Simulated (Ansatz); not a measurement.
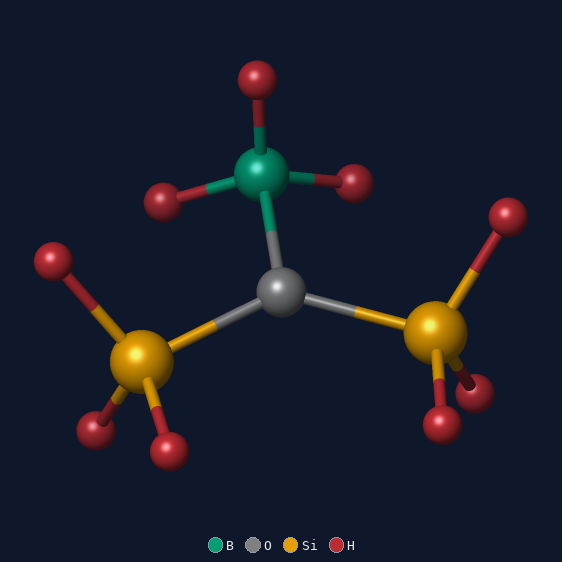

The picture shows a molecular structure as a ball-and-stick model. Every bond is drawn as one stick, whatever its order.

The computed structure is the end point of a PBE0-D4/def2-TZVP optimisation.

Identify the structure.

The molecule is BH9OSi2. SMILES: `[BH3-][O+]([SiH3])[SiH3]`. It has no ring. Among its groups: Si–H bond, Si–O bond, B–H bond. This geometry has Cs symmetry. Coordination, clear cases only: 1 B tetrahedral; 2 Si tetrahedral.

More results for the same structure follow; atom numbers are the same in all pictures, views and colours differ.

### Shape

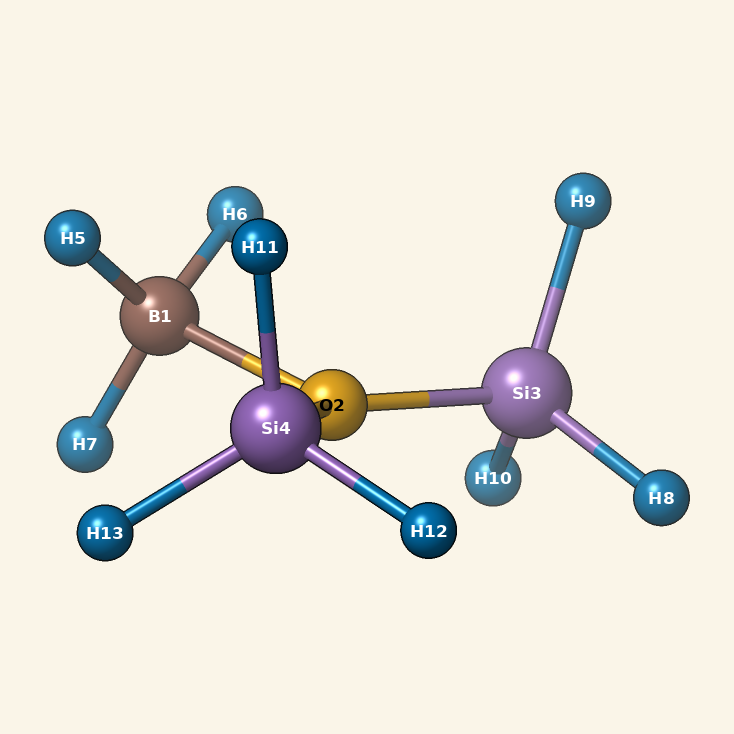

O2 lies behind Si4. The molecule seen a little off the Si4–O2 bond, Si4 in front. Atoms fade into the background with distance from the viewer.

What is the torsion angle H11–Si4–O2–Si3? The sign is positive where the front bond must turn clockwise to cover the back bond.

Answer. 90°, about perpendicular.

### Vibrations

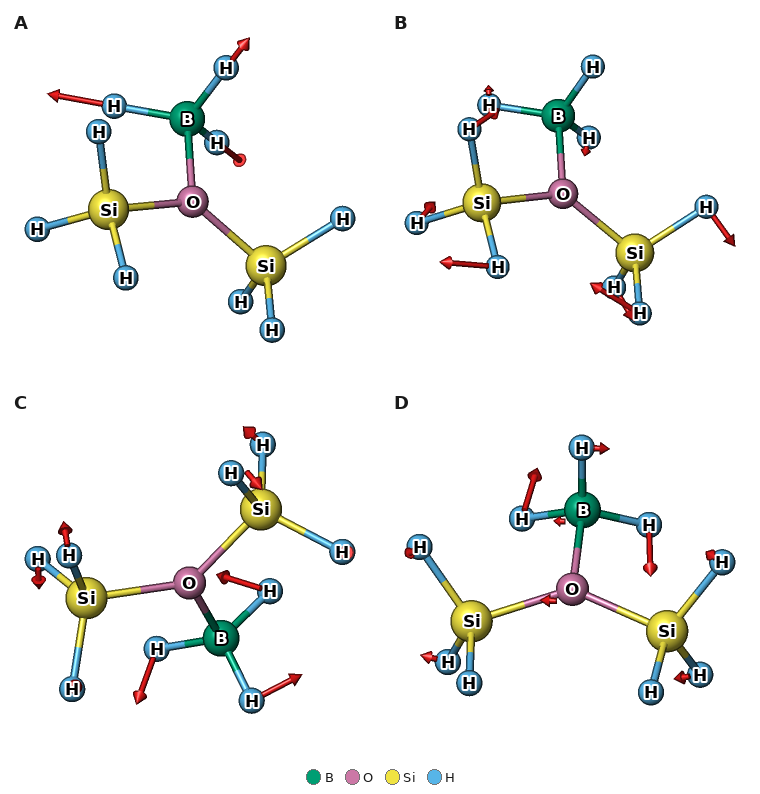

4 normal modes of one molecule or complex, as arrows. Harmonic vibrations computed with RKS PBE0-D4/def2-TZVP (Ansatz 0.2.0) at a stationary point of the same level.

Match the panels to the wavenumbers 80 cm⁻¹, 657 cm⁻¹, 846 cm⁻¹, 2451 cm⁻¹.

Answer. A: 2451 cm⁻¹, in-phase stretching of 3 B–H bonds
B: 657 cm⁻¹, H–Si–O bending
C: 80 cm⁻¹, a torsion or out-of-plane motion in which bond lengths and bond angles hardly change
D: 846 cm⁻¹

### Levels of theory compared

Program: Ansatz 0.2.0.

At this fixed geometry, give dipole (D), HOMO–LUMO gap (eV), HOMO energy (eV) at these levels: B3LYP-D4/def2-TZVPP; PBE-D4/def2-TZVPP; r2SCAN-D4/def2-TZVPP; ωB97M-V/def2-TZVPP.

```tsv
level	dipole (D)	HOMO–LUMO gap (eV)	HOMO energy (eV)
B3LYP-D4/def2-TZVPP	3.33	7.01	−8.04
PBE-D4/def2-TZVPP	3.25	5.08	−6.85
r2SCAN-D4/def2-TZVPP	3.28	5.78	−7.18
ωB97M-V/def2-TZVPP	3.35	11.53	−10.62
```

### Charges

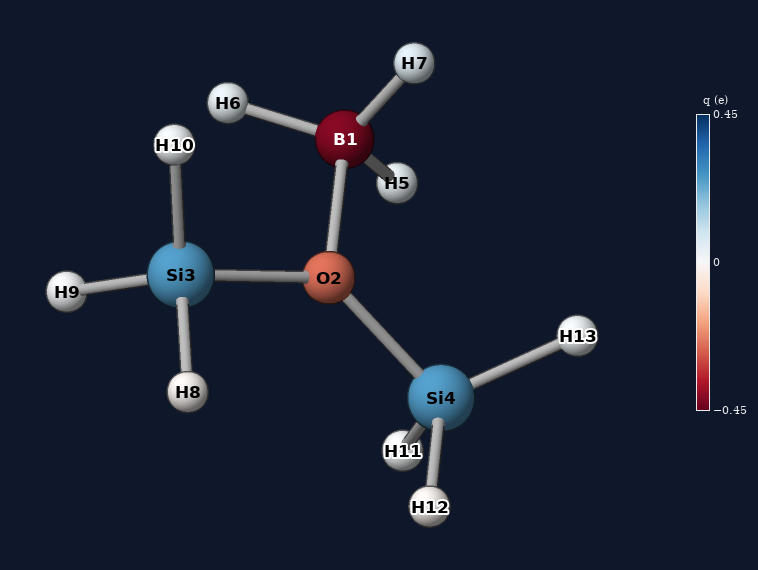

Atoms are coloured by their Mulliken charges. Level of theory: RKS ωB97M-V/def2-TZVPP (Ansatz 0.2.0).

List the Mulliken charges.

```json
{"atom": "B1", "value (e)": "−0.41"}
{"atom": "O2", "value (e)": "−0.25"}
{"atom": "Si3", "value (e)": "0.25"}
{"atom": "Si4", "value (e)": "0.25"}
{"atom": "H5", "value (e)": "0.04"}
{"atom": "H6", "value (e)": "0.04"}
{"atom": "H7", "value (e)": "0.06"}
{"atom": "H8", "value (e)": "−0.01"}
{"atom": "H9", "value (e)": "0.01"}
{"atom": "H10", "value (e)": "0.02"}
{"atom": "H11", "value (e)": "0.01"}
{"atom": "H12", "value (e)": "−0.01"}
{"atom": "H13", "value (e)": "0.02"}
```

Mulliken values depend strongly on the basis set and can even reverse the polarity of a bond.
